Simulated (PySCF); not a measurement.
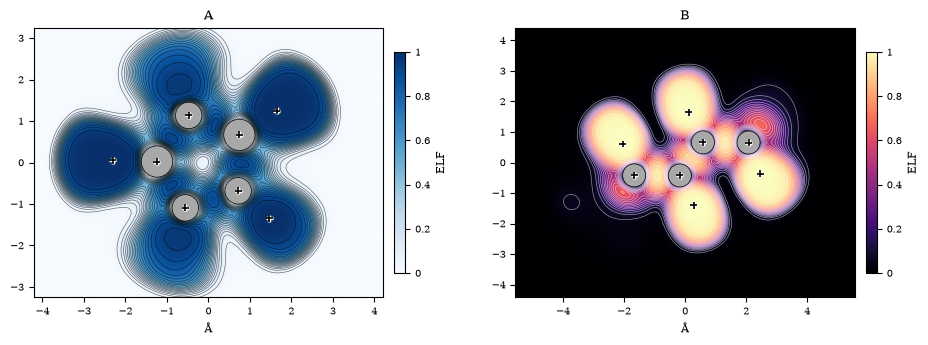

The ELF of 2 systems, each on a plane through atoms (crosses mark nuclei in the plane; grey discs cover the cores).

Theory: CAM-B3LYP/def2-SVPD, SCF density, gas phase (PySCF 2.14.0).

System 1: C$_{2}$H$_{3}$N$_{3}$ (SMILES c1nc[nH]n1), the molecular plane. Geometry: GFN2-xTB.

```xyz
8

C     1.1525   -0.4628   -0.0531
N     0.8811    0.8149    0.2858
C    -0.4224    0.8835    0.2018
N    -0.9183   -0.3111   -0.1748
N     0.0900   -1.1750   -0.3386
H     2.1450   -0.8609   -0.0860
H    -1.0205    1.7488    0.3987
H    -1.8711   -0.5999   -0.3321
```

System 2: C$_{5}$H$_{10}$ (SMILES C/C=C/CC), the plane of atoms C1, C2 and H9. Geometry: GFN2-xTB.

```xyz
15

C    -2.4901   -0.1366    0.5552
C    -1.1852   -0.4582   -0.0945
C    -0.1615    0.3734   -0.1840
C     1.1504    0.0485   -0.8256
C     2.2977    0.1535    0.1789
H    -3.3038   -0.2318   -0.1638
H    -2.6873   -0.8336    1.3696
H    -2.4889    0.8756    0.9521
H    -1.1101   -1.4532   -0.5160
H    -0.2353    1.3672    0.2405
H     1.1185   -0.9600   -1.2427
H     1.3330    0.7490   -1.6462
H     2.1471   -0.5471    0.9972
H     3.2470   -0.0727   -0.3014
H     2.3509    1.1579    0.5931
```

Match each panel to its system.

Panel A is system 1, C$_{2}$H$_{3}$N$_{3}$: the plane holds C, N and H. C–N (1.31 Å): the ELF peaks at about 0.90 between the atoms, as expected for localised, covalent bonding. Panel B is system 2, C$_{5}$H$_{10}$: the plane holds C and H. C–C (1.32 Å): the ELF peaks at about 0.95 between the atoms: a multiple bond.
